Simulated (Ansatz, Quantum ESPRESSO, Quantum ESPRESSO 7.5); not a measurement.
## Ballistic transmission: vacuum gap of 6.0 Å between two Ta(100) faces

Wanted: the transmission near the Fermi level and the conductance of this junction: vacuum gap of 6.0 Å between two Ta(100) faces.

Program: Quantum ESPRESSO 7.5. Level of theory: plane-wave DFT, PBE, JTH PAW pseudopotentials (cross-check by Ansatz 0.2.0 with PAW datasets). Results are calculated unless marked as measured.

## Step 1: Starting point

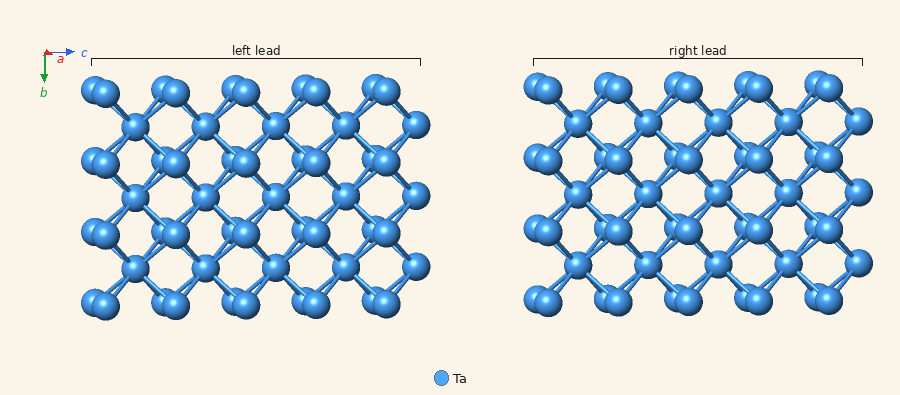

The cell as given, from the side, with the c axis across the page (tantalum blue). 1×3×1 cells are drawn. Some periodic images of atoms are drawn too.

The cell holds 20 atoms: 20 Ta. Cell: a = 3.320 Å, b = 3.320 Å, c = 37.540 Å, α = 90.0°, β = 90.0°, γ = 90.0°. It derives from Ta. Regions: left lead, 10 atoms (10 Ta); right lead, 10 atoms (10 Ta). The structure is stacked along c, and the current runs across the ab planes.

## Step 2: Self-consistent run

One periodic cell holds a stretch of lead, the junction and more lead; the atoms stay as built.

scf.in

```
&control
  prefix = 'scf'
  outdir = './out'
  pseudo_dir = './pseudo'
  calculation = 'scf'
  tprnfor = .true.
/
&system
  ibrav = 0
  nat = 20
  ntyp = 1
  ecutwfc = 45
  ecutrho = 360
  occupations = 'smearing'
  smearing = 'mv'
  degauss = 0.01
/
&electrons
  conv_thr = 1e-07
  mixing_beta = 0.25
  electron_maxstep = 120
  mixing_mode = 'local-TF'
/
ATOMIC_SPECIES
  Ta  180.9479  Ta.GGA_PBE-JTH.UPF
CELL_PARAMETERS angstrom
  3.32000000000000 0.00000000000000 0.00000000000000
  0.00000000000000 3.32000000000000 0.00000000000000
  0.00000000000000 0.00000000000000 37.53999999999999
ATOMIC_POSITIONS crystal
  Ta  0.000000000000 0.000000000000 0.000000000000
  Ta  0.500000000000 0.500000000000 0.044219499201
  Ta  0.000000000000 0.000000000000 0.088438998402
  Ta  0.500000000000 0.500000000000 0.132658497603
  Ta  0.000000000000 0.000000000000 0.176877996803
  Ta  0.500000000000 0.500000000000 0.221097496004
  Ta  0.000000000000 0.000000000000 0.265316995205
  Ta  0.500000000000 0.500000000000 0.309536494406
  Ta  0.000000000000 0.000000000000 0.353755993607
  Ta  0.500000000000 0.500000000000 0.397975492808
  Ta  0.000000000000 0.000000000000 0.557805007991
  Ta  0.500000000000 0.500000000000 0.602024507192
  Ta  0.000000000000 0.000000000000 0.646244006393
  Ta  0.500000000000 0.500000000000 0.690463505594
  Ta  0.000000000000 0.000000000000 0.734683004795
  Ta  0.500000000000 0.500000000000 0.778902503996
  Ta  0.000000000000 0.000000000000 0.823122003197
  Ta  0.500000000000 0.500000000000 0.867341502397
  Ta  0.000000000000 0.000000000000 0.911561001598
  Ta  0.500000000000 0.500000000000 0.955780500799
K_POINTS automatic
  7 7 1 0 0 0
```

Started as:

```sh
$ OMP_NUM_THREADS=1 mpirun -n 4 pw.x -nk 2 -in scf.in > scf.out
```

What it wrote:

```text
Program PWSCF v.7.5 starts
[citation notice left out]

     Parallel version (MPI & OpenMP), running on       4 processor cores
     Number of MPI processes:                 4
     Threads/MPI process:                     1

     MPI processes distributed on     1 nodes
[...]
Current dimensions of program PWSCF are:
     Max number of different atomic species (ntypx) = 10
     Max number of k-points (npk) =  40000
     Max angular momentum in pseudopotentials (lmaxx) =  4
     file Ta.GGA_PBE-JTH.UPF: wavefunction(s)  5S 6S 5P 6P 5D 0D renormalized
     Message from routine setup:
     using ibrav=0 with symmetry is DISCOURAGED, use correct ibrav instead

     K-points division:     npool     =       2
     R & G space division:  proc/nbgrp/npool/nimage =       2
     Subspace diagonalization in iterative solution of the eigenvalue problem:
     a serial algorithm will be used

     Parallelization info
     --------------------
     sticks:   dense  smooth     PW     G-vecs:    dense   smooth      PW
     Min         558     280     88               160848    56902    9284
     Max         559     281     89               160881    56905    9297
     Sum        1117     561    177               321729   113807   18581

     Using Slab Decomposition

     bravais-lattice index     =            0
     lattice parameter (alat)  =       6.2739  a.u.
     unit-cell volume          =    2792.3319 (a.u.)^3
     number of atoms/cell      =           20
     number of atomic types    =            1
     number of electrons       =       260.00
     number of Kohn-Sham states=          156
     kinetic-energy cutoff     =      45.0000  Ry
     charge density cutoff     =     360.0000  Ry
     scf convergence threshold =      1.0E-07
     mixing beta               =       0.2500
     number of iterations used =            8  local-TF  mixing
     Exchange-correlation= SLA PW PBX PBC
                           (   1   4   3   4   0   0   0)

     celldm(1)=   6.273891  celldm(2)=   0.000000  celldm(3)=   0.000000
     celldm(4)=   0.000000  celldm(5)=   0.000000  celldm(6)=   0.000000

     crystal axes: (cart. coord. in units of alat)
               a(1) = (   1.000000   0.000000   0.000000 )
               a(2) = (   0.000000   1.000000   0.000000 )
               a(3) = (   0.000000   0.000000  11.307229 )

     reciprocal axes: (cart. coord. in units 2 pi/alat)
               b(1) = (  1.000000  0.000000  0.000000 )
               b(2) = (  0.000000  1.000000  0.000000 )
               b(3) = (  0.000000  0.000000  0.088439 )

     PseudoPot. # 1 for Ta read from file:
     ./pseudo/Ta.GGA_PBE-JTH.UPF
     Pseudo is Projector augmented-wave + core cor, Zval = 13.0
     Generated using ATOMPAW code
     Shape of augmentation charge: SINC**2
     Using radial grid of 1120 points,  6 beta functions with:
                l(1) =   0
                l(2) =   0
                l(3) =   1
                l(4) =   1
                l(5) =   2
                l(6) =   2
     Q(r) pseudized with 0 coefficients

     atomic species   valence    mass     pseudopotential
     Ta               13.00   180.94790     Ta( 1.00)

      8 Sym. Ops. (no inversion) found

   Cartesian axes

     site n.     atom                  positions (alat units)
         1        Ta     tau(   1) = (   0.0000000   0.0000000   0.0000000  )
         2        Ta     tau(   2) = (   0.5000000   0.5000000   0.5000000  )
         3        Ta     tau(   3) = (   0.0000000   0.0000000   1.0000000  )
         4        Ta     tau(   4) = (   0.5000000   0.5000000   1.5000000  )
         5        Ta     tau(   5) = (   0.0000000   0.0000000   2.0000000  )
         6        Ta     tau(   6) = (   0.5000000   0.5000000   2.5000000  )
         7        Ta     tau(   7) = (   0.0000000   0.0000000   3.0000000  )
         8        Ta     tau(   8) = (   0.5000000   0.5000000   3.5000000  )
         9        Ta     tau(   9) = (   0.0000000   0.0000000   4.0000000  )
        10        Ta     tau(  10) = (   0.5000000   0.5000000   4.5000000  )
        11        Ta     tau(  11) = (   0.0000000   0.0000000   6.3072289  )
        12        Ta     tau(  12) = (   0.5000000   0.5000000   6.8072289  )
        13        Ta     tau(  13) = (   0.0000000   0.0000000   7.3072289  )
        14        Ta     tau(  14) = (   0.5000000   0.5000000   7.8072289  )
        15        Ta     tau(  15) = (   0.0000000   0.0000000   8.3072289  )
        16        Ta     tau(  16) = (   0.5000000   0.5000000   8.8072289  )
        17        Ta     tau(  17) = (   0.0000000   0.0000000   9.3072289  )
        18        Ta     tau(  18) = (   0.5000000   0.5000000   9.8072289  )
        19        Ta     tau(  19) = (   0.0000000   0.0000000  10.3072289  )
        20        Ta     tau(  20) = (   0.5000000   0.5000000  10.8072289  )

     number of k points=    10  Marzari-Vanderbilt smearing, width (Ry)=  0.0100
                       cart. coord. in units 2pi/alat
        k(    1) = (   0.0000000   0.0000000   0.0000000), wk =   0.0408163
        k(    2) = (   0.0000000   0.1428571   0.0000000), wk =   0.1632653
        k(    3) = (   0.0000000   0.2857143   0.0000000), wk =   0.1632653
        k(    4) = (   0.0000000   0.4285714   0.0000000), wk =   0.1632653
        k(    5) = (   0.1428571   0.1428571   0.0000000), wk =   0.1632653
        k(    6) = (   0.1428571   0.2857143   0.0000000), wk =   0.3265306
        k(    7) = (   0.1428571   0.4285714   0.0000000), wk =   0.3265306
        k(    8) = (   0.2857143   0.2857143   0.0000000), wk =   0.1632653
        k(    9) = (   0.2857143   0.4285714   0.0000000), wk =   0.3265306
        k(   10) = (   0.4285714   0.4285714   0.0000000), wk =   0.1632653

     Dense  grid:   321729 G-vectors     FFT dimensions: (  40,  40, 432)

     Smooth grid:   113807 G-vectors     FFT dimensions: (  27,  27, 320)

     Estimated max dynamical RAM per process >     532.89 MB

     Estimated total dynamical RAM >       2.00 GB

     Initial potential from superposition of free atoms

     starting charge     259.9831, renormalised to     260.0000
     Starting wfcs are  360 randomized atomic wfcs
     Checking if some PAW data can be deallocated...

     total cpu time spent up to now is       14.4 secs

     per-process dynamical memory:   209.1 Mb

     Self-consistent Calculation

     iteration #  1     ecut=    45.00 Ry     beta= 0.25
     Davidson diagonalization with overlap
     ethr =  1.00E-02,  avg # of iterations =  2.0

     total cpu time spent up to now is       30.5 secs

[...]
9.4642   9.5453   9.6831   9.8958  10.1552  10.4405  10.7333  11.0198
    11.2960  11.5675  11.8092  12.0446  12.2357  12.4153  12.5366  12.6501
    12.7390  12.8083  12.8423  12.8446  12.8934  13.0015  13.1921  13.4741
    13.8120  14.1627  14.4920  14.6668  14.6944  14.7006  14.7532  14.7672
    14.8736  14.8933  14.9320  14.9492  15.0776  15.0969  15.2078  15.3377
    15.3453  15.3679  15.4509  15.4822  15.5040  15.5120  15.5400  15.6339
    15.6567  15.6892  15.8174  15.9967  16.0021  16.0439  16.1984  16.2991
    16.5356  16.7636  16.9015  17.1745  17.2216  17.3110  17.3156  17.3557
    17.4759  17.5097  17.5298  17.6035  17.6138  17.7676  17.8673  17.9300
    17.9724  18.0513  18.1654  18.2505

          k = 0.0000 0.4286 0.0000 ( 14216 PWs)   bands (ev):

   -52.7617 -52.7617 -51.7392 -51.7392 -51.5644 -51.5644 -51.5039 -51.4970
   -51.4887 -51.4872 -51.4857 -51.4820 -51.4760 -51.4677 -51.4638 -51.4635
   -51.4552 -51.4552 -51.4376 -51.4376 -19.3221 -19.3220 -19.3086 -19.3085
   -19.0578 -19.0577 -18.6058 -18.6055 -18.5873 -18.5873 -18.5624 -18.5602
   -18.5099 -18.5074 -18.4387 -18.4369 -18.3619 -18.3596 -18.2878 -18.2778
   -18.2126 -18.2125 -18.1494 -18.1494 -18.1337 -18.0616 -17.9937 -17.9835
   -17.9786 -17.9775 -17.9745 -17.9589 -17.9390 -17.9222 -17.9210 -17.9039
   -17.8910 -17.8746 -17.8684 -17.8567 -17.8434 -17.8270 -17.8227 -17.8169
   -17.8109 -17.7968 -17.7933 -17.7933 -17.7513 -17.7428 -17.6843 -17.6829
   -17.6248 -17.6246 -17.5741 -17.5739 -17.5354 -17.5340 -17.5207 -17.5202
    11.0919  11.1014  11.1546  11.2214  11.2695  11.2924  11.3011  11.3069
    11.3158  11.3776  11.4802  11.6189  11.7805  11.9662  12.1356  12.2955
    12.4077  12.5039  12.5571  12.5613  13.9780  13.9844  14.0612  14.2130
    14.2225  14.2645  14.2765  14.3024  14.4063  14.4389  14.5873  14.6219
    14.6600  14.8313  14.8993  14.9075  14.9536  15.0203  15.1872  15.2220
    15.2491  15.2982  15.3778  15.4185  15.4646  15.6069  15.6410  15.6854
    15.9172  15.9481  16.0576  16.0848  16.2427  16.2703  16.4313  16.4725
    16.4897  16.5355  16.7197  16.7309  16.8285  16.8594  17.1584  17.2058
    17.3503  17.3837  17.4786  17.5661  17.6439  17.7697  17.8527  17.8813
    18.1432  18.1834  18.2107  18.3751

          k = 0.1429 0.1429 0.0000 ( 14287 PWs)   bands (ev):

   -52.7667 -52.7667 -51.7495 -51.7495 -51.5780 -51.5780 -51.5601 -51.5467
   -51.5317 -51.5184 -51.5045 -51.4946 -51.4801 -51.4632 -51.4506 -51.4356
   -51.4235 -51.4162 -51.3983 -51.3982 -19.2954 -19.2953 -19.1454 -19.1454
   -19.1383 -19.1382 -18.4239 -18.4238 -18.3904 -18.3868 -18.3729 -18.3674
   -18.3618 -18.3602 -18.3365 -18.3323 -18.3253 -18.2957 -18.2813 -18.2725
   -18.2456 -18.2325 -18.2097 -18.1929 -18.1671 -18.1490 -18.1343 -18.1008
   -18.0929 -18.0737 -18.0372 -18.0233 -18.0028 -17.9748 -17.9578 -17.9321
   -17.9067 -17.8978 -17.8622 -17.8407 -17.8343 -17.7931 -17.7883 -17.7762
   -17.7437 -17.7321 -17.7178 -17.6771 -17.6709 -17.6402 -17.6154 -17.6056
   -17.5846 -17.5653 -17.5649 -17.5594 -17.5506 -17.5502 -17.5271 -17.5133
     8.6658   8.7727   8.9539   9.2326   9.5833   9.9907  10.4296  10.8901
    11.3477  11.8122  12.2187  12.4176  12.5073  12.5550  12.5821  12.5957
    12.6587  12.6713  12.7962  12.8258  12.9566  12.9750  13.0528  13.1825
    13.1989  13.2186  13.4211  13.6739  13.9480  14.2199  14.4785  14.7150
    14.8246  14.9271  15.0365  15.1169  15.2901  15.3195  15.3202  15.3835
    15.4085  15.4526  15.5453  15.5498  15.6037  15.6439  15.7327  15.7557
    15.7761  15.8076  15.8118  15.9238  15.9420  16.0082  16.0163  16.0740
    16.1656  16.2283  16.6759  16.7847  17.1785  17.3914  17.4050  17.7408
    17.8305  17.9128  17.9230  18.0172  18.0554  18.2079  18.2113  18.2741
    18.2898  18.4618  18.6246  18.7100

          k = 0.1429 0.2857 0.0000 ( 14227 PWs)   bands (ev):

   -52.7633 -52.7632 -51.7430 -51.7430 -51.5696 -51.5696 -51.5350 -51.5239
   -51.5118 -51.5029 -51.4945 -51.4887 -51.4775 -51.4639 -51.4554 -51.4453
   -51.4370 -51.4339 -51.4152 -51.4151 -19.3007 -19.3007 -19.2340 -19.2340
   -19.1210 -19.1210 -18.4945 -18.4938 -18.4755 -18.4716 -18.4585 -18.4535
   -18.4215 -18.4141 -18.3894 -18.3818 -18.3816 -18.3642 -18.3216 -18.2645
   -18.2269 -18.2250 -18.1944 -18.1763 -18.1698 -18.1499 -18.1219 -18.1158
   -18.1078 -18.0823 -18.0597 -18.0298 -18.0001 -17.9819 -17.9763 -17.9435
   -17.9304 -17.8964 -17.8785 -17.8524 -17.8222 -17.8105 -17.7739 -17.7732
   -17.7354 -17.7268 -17.6989 -17.6900 -17.6727 -17.6669 -17.6603 -17.6335
   -17.6110 -17.5927 -17.5779 -17.5661 -17.5624 -17.5623 -17.5530 -17.5519
     9.7738   9.8642  10.0161  10.2477  10.5285  10.8345  11.1413  11.4317
    11.7013  11.9602  12.1920  12.4262  12.6261  12.8235  12.8725  12.9570
    12.9937  13.0807  13.1752  13.1927  13.2465  13.2779  13.2786  13.4866
    13.8363  14.1512  14.2728  14.3019  14.4524  14.4661  14.4801  14.4833
    14.5420  14.5837  14.6175  14.6852  14.8499  14.9032  14.9111  15.0196
    15.0296  15.0407  15.0638  15.0902  15.1518  15.1875  15.1958  15.2315
    15.3058  15.3170  15.3573  15.3896  15.4497  15.5139  15.6299  15.7428
    15.8747  15.9219  16.1105  16.3472  16.8069  16.8579  17.3932  17.4685
    18.0315  18.1792  18.2542  18.3578  18.3941  18.4555  18.5203  18.5259
    18.6346  18.6638  18.6747  18.6829

[...]
the Fermi energy is    15.5920 ev

!    total energy              =  -14542.43534971 Ry
     total all-electron energy =    -14542.435350 Ry
     estimated scf accuracy    <       0.00000006 Ry
     smearing contrib. (-TS)   =       0.00240936 Ry
     internal energy E=F+TS    =  -14542.43775907 Ry

     The total energy is F=E-TS. E is the sum of the following terms:
     one-electron contribution =   -3696.82287496 Ry
     hartree contribution      =    2013.03859443 Ry
     xc contribution           =    -543.88490685 Ry
     ewald contribution        =    -216.07285484 Ry
     one-center paw contrib.   =  -12098.69571686 Ry

     convergence has been achieved in  18 iterations

     Forces acting on atoms (cartesian axes, Ry/au):

     atom    1 type  1   force =     0.00000000    0.00000000   -0.00294613
     atom    2 type  1   force =     0.00000000    0.00000000   -0.00125671
     atom    3 type  1   force =     0.00000000    0.00000000    0.00157731
     atom    4 type  1   force =     0.00000000    0.00000000   -0.00111510
     atom    5 type  1   force =     0.00000000    0.00000000    0.00341258
     atom    6 type  1   force =     0.00000000    0.00000000   -0.00008769
     atom    7 type  1   force =     0.00000000    0.00000000   -0.00852749
     atom    8 type  1   force =     0.00000000    0.00000000    0.01526058
     atom    9 type  1   force =     0.00000000    0.00000000    0.04564385
     atom   10 type  1   force =     0.00000000    0.00000000   -0.05046622
     atom   11 type  1   force =     0.00000000    0.00000000    0.05050605
     atom   12 type  1   force =     0.00000000    0.00000000   -0.04558358
     atom   13 type  1   force =     0.00000000    0.00000000   -0.01519054
     atom   14 type  1   force =     0.00000000    0.00000000    0.00863146
     atom   15 type  1   force =     0.00000000    0.00000000    0.00023737
     atom   16 type  1   force =     0.00000000    0.00000000   -0.00331168
     atom   17 type  1   force =     0.00000000    0.00000000    0.00112091
     atom   18 type  1   force =     0.00000000    0.00000000   -0.00168485
     atom   19 type  1   force =     0.00000000    0.00000000    0.00104267
     atom   20 type  1   force =     0.00000000    0.00000000    0.00273723

     Total force =     0.099595     Total SCF correction =     0.000965

[...]
=------------------------------------------------------------------------------=
   JOB DONE.
=------------------------------------------------------------------------------=
```

Wall time 5.2 min (4 MPI ranks of Arm Neoverse V2, shared host); peak memory 2 GiB; 21 min of CPU time.

Read from the output:

- free energy: -197859.9126 eV
- Fermi energy: 15.59 eV

The program's own clock; routines nest. Time by routine:

```tsv
routine	wall time (s)	calls
PWSCF	308.6	1
electrons	290.6	1
c_bands	235.9	18
cegterg	227.8	90
h_psi	123.9	379
fftw	81.47	76528
vloc_psi	71.43	379
calbec	39.93	489
sum_band	33.56	18
h_psi:calbec	25.94	379
add_vuspsi	25.34	379
s_psi	25.3	379
init_run	14.28	1
PAW_pot	13.23	19
```

The run needed 18 iterations to bring the estimated error under 1e-07 Ry; the largest force on any atom, held or free, is 1.30 eV/Å.

[end of part 1 of 4]

[Logs are printed without paths, hosts, clocks, repeated set-up lines and the standing remarks that a program may print on its own settings, such as how far it seeks lower states.]

[Hosts, paths, dates, database ids (printed as entryN), source tags and the programs' standing remarks are cut or masked in the printed files.]

[Maps of the electrostatic potential energy from Ansatz leave out the sawtooth potential of an applied field or a dipole correction, so their vacuum need not be flat; planar profiles and work functions include it.]
